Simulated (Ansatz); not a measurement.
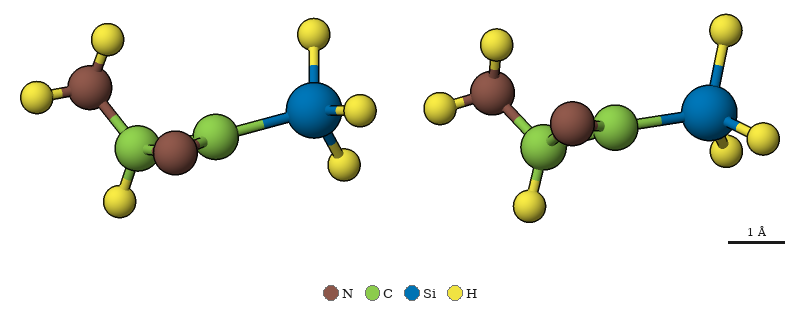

Two geometries of C2H6N2Si, drawn at one scale. One is the start of a relaxation, the other its converged end. A ball-and-stick model, seen face on.

Theory: Ansatz 0.2.0, RKS r2SCAN/6-31G*. (no spin polarisation; force threshold 0.015 eV/Å; at most 40 steps)

Which one is relaxed?

Answer. The left one is the relaxed one. The run prepares an end point of a later path (torsion) calculation, from a guessed geometry. After 14 geometry steps the energy has fallen by 92.2 kJ/mol. The largest force component goes from 8.3 to 0.011 eV/Å. The largest move after the best rigid fit is that of an H atom, 0.56 Å. Largest moves by element: H 0.56 Å, N 0.52 Å, C 0.22 Å, Si 0.10 Å. Some distances before and after: C–N 1.177 → 1.282 Å, C–Si 1.789 → 1.867 Å, H–N 1.073 → 1.018 Å, C–C 1.402 → 1.454 Å. Bond angles that change, for instance: N–C–N 111.2° → 121.3°, C–C–Si 143.0° → 152.5°, N–C–Si 146.8° → 139.6°. Groups turn about C–Si by about 40°, C–N by about 20°.
